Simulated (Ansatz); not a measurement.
# CH12AlNSi3: the cost of one run

Program: Ansatz 0.2.0. Level of theory: RKS PBE-D4/6-31G*. These are calculated values, not measurements.

### 1 The starting structure

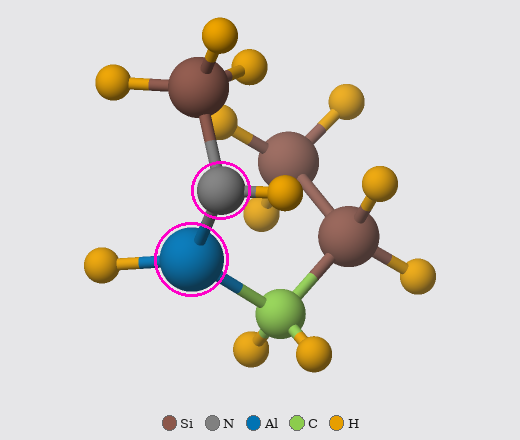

Start, viewed from a free direction; silicon brown, nitrogen grey, aluminium blue, carbon green, hydrogen amber. Ringed: N2, Al3.

Structure file:

```xyz
18

Si    1.4139   -2.4253    0.0472
N     2.0448   -1.0092   -0.8864
Al    0.5466   -0.0925   -1.7117
C     0.1310    1.7223   -1.0433
Si   -0.3185    1.6299    0.7719
Si   -2.1738    0.4561    1.1514
H     0.6593   -3.2752   -0.8675
H     2.4983   -3.1119    0.6640
H     0.4656   -1.8627    1.1248
H     2.4626   -0.3498   -0.1608
H    -0.3184   -0.8299   -2.7802
H     0.9163    2.4231   -1.1945
H    -0.8883    2.0919   -1.6050
H     0.7841    1.0396    1.5239
H    -0.5333    2.9868    1.2961
H    -2.4403    0.4211    2.6148
H    -1.9730   -0.8944    0.6344
H    -3.3146    1.0914    0.4726
```

### 2 End point A

Contents of input.yaml:

```yaml
crystal:
  periodic: [false, false, false]
  atoms:
    - { symbol: Si, position_ang: [1.4139, -2.4253, 0.0472] }
    - { symbol: "N", position_ang: [2.0448, -1.0092, -0.8864] }
    - { symbol: Al, position_ang: [0.5466, -0.0925, -1.7117] }
    - { symbol: C, position_ang: [0.131, 1.7223, -1.0433] }
    - { symbol: Si, position_ang: [-0.3185, 1.6299, 0.7719] }
    - { symbol: Si, position_ang: [-2.1738, 0.4561, 1.1514] }
    - { symbol: H, position_ang: [0.6593, -3.2752, -0.8675] }
    - { symbol: H, position_ang: [2.4983, -3.1119, 0.664] }
    - { symbol: H, position_ang: [0.4656, -1.8627, 1.1248] }
    - { symbol: H, position_ang: [2.4626, -0.3498, -0.1608] }
    - { symbol: H, position_ang: [-0.3184, -0.8299, -2.7802] }
    - { symbol: H, position_ang: [0.9163, 2.4231, -1.1945] }
    - { symbol: H, position_ang: [-0.8883, 2.0919, -1.605] }
    - { symbol: H, position_ang: [0.7841, 1.0396, 1.5239] }
    - { symbol: H, position_ang: [-0.5333, 2.9868, 1.2961] }
    - { symbol: H, position_ang: [-2.4403, 0.4211, 2.6148] }
    - { symbol: H, position_ang: [-1.973, -0.8944, 0.6344] }
    - { symbol: H, position_ang: [-3.3146, 1.0914, 0.4726] }
basis:
  gaussian: { orbitals: "6-31G*" }
hamiltonian:
  xc: pbe
  dispersion: d4
relax:
  f_tol: 0.015
  max_steps: 40
```

Command:

```
$ ansatz run input.yaml --threads 2 --pin off --max-ram 3072MiB --backend cpu --events-out ev --progress --plain --runs-dir out
```

What time and memory should one allow on 2 threads of Intel Xeon Platinum 8488C (Sapphire Rapids), shared host?

About 2.2 min, with a peak of 0.23 GiB.
